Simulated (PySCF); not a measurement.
**TiO₂: structure of the singlet**

The task is one start of a wider search on TiO₂: the singlet, from a linear start. It is relaxed, tested by its Hessian and followed downhill if it is a saddle.

Computed with PySCF 2.14.0. Level: B3LYP, basis Ti def2-TZVP, O def2-TZVP, no relativity, density fitting.

### 1 Where the work starts

3 atoms, charge 0, spin multiplicity 1.

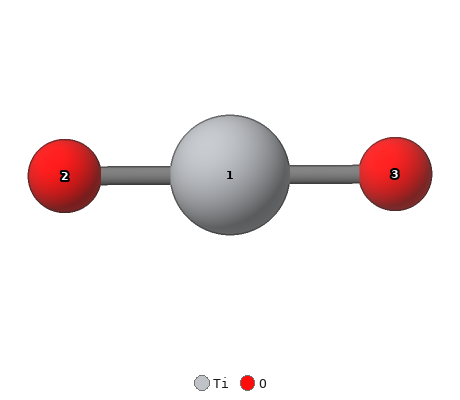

The starting geometry (titanium light grey, oxygen red); atoms are numbered from 1 in the order of the file.

Z-matrix (Å, degrees; charge 0 multiplicity 1):
```
Ti
O  1 1.7400
O  1 1.7400 2 180.00
```

### 2 The SCF at the typed geometry

The steps below are one call of a driver around PySCF. For each, scf.py gives the equivalent set-up of the SCF; relaxations use the driver's own optimiser. After this first run the driver tries any further starts and a stability analysis.

File scf.py:

```python
from pyscf import gto, scf, dft
mol = gto.M(atom='''
Ti     0.000000     0.000000     0.000000
O      0.000000     0.000000     1.740000
O      0.000000     0.000000    -1.740000''',
    basis={'Ti': 'def2-TZVP', 'O': 'def2-TZVP'},
    charge=0, spin=0)
mf = dft.RKS(mol, xc='B3LYP')
mf.grids.atom_grid = (50, 194)
aux = {'Ti': 'def2-universal-JKFIT', 'O': 'def2-universal-JKFIT'}
mf = mf.density_fit(auxbasis=aux)
mf.conv_tol = 1e-08
mf.diis_space = 10
mf.max_cycle = 60
mf.init_guess = 'minao'
mf.verbose = 4
mf.kernel()
```

On the command line:

```bash
$ OMP_NUM_THREADS=2 python axn.py task.json out
```

After this run come: Relaxation: linear start, singlet; Hessian and properties; Leaving the saddle point; Hessian and properties.

Q: Predict the outcome of this session. Wanted: minimum; geometry; wavenumbers; dipole moment; highest occupied, lowest empty level; polar-tensor charge of Ti1; zero-point energy; atomisation energy.

**Answer**, as computed:

| quantity | value |
| --- | --- |
| minimum | singlet, C2v |
| geometry | Ti–O 1.641 Å (×2); O–Ti–O 112.0° |
| wavenumbers (cm⁻¹) | 346 (a1), 987 (b2), 1031 (a1) |
| dipole moment | 6.77 D |
| highest occupied, lowest empty level | -7.04, -3.19 eV |
| polar-tensor charge of Ti1 | +1.81 e |
| zero-point energy | 14.1 kJ/mol |
| entropy at 298.15 K | 258.5 J/(mol K) |
| atomisation energy (no zero-point energy) | 1246 kJ/mol |

**Reading.** The linear start (D∞h) ends in a minimum of C2v symmetry, after a stop at a second-order saddle point 181.4 kJ/mol higher, from which it was pushed off along an imaginary mode. The strongest infrared band lies at 987 cm⁻¹ (b2, stretch). With 6.8 D the molecule is strongly polar. Only this shape and spin were tried, so other structures or states may lie lower.
